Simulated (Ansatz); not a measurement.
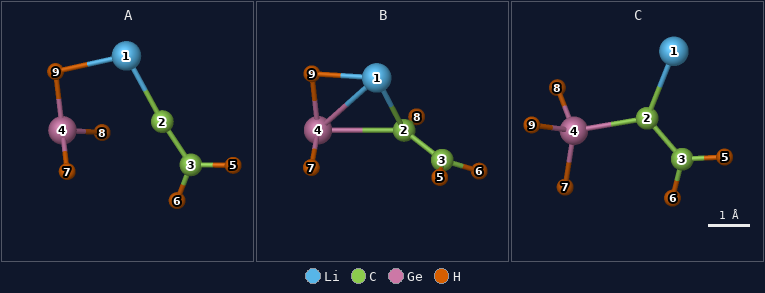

3 geometries from a converged minimum-energy path of C₂H₅GeLi, shuffled. A ball-and-stick model, seen at a tilt.

The calculation used RHF/def2-SVP (Ansatz). Settings: 5 movable images; climbing image; force threshold 0.03 eV/Å; iteration limit 60; starting path through a guess of the saddle point.

> One of them is the converged climbing image. Which?

A. In order along the path, whose images run from 0 to 6: C (image 0, 0.00 eV), A (image 2, +2.76 eV), B (image 5, −0.46 eV). Breaking: Ge4–H8 (1.55 → 1.52 at the top → 2.72 Å). Forming: C2–H8 (2.89 → 2.48 at the top → 1.09 Å), Li1–Ge4 (3.50 → 2.78 at the top → 2.46 Å), Li1–H7 (4.81 → 3.21 at the top → 1.91 Å).

The run took 4 min on 2 threads of Arm Neoverse V2, with other jobs on the host, peak memory 0.19 GiB.
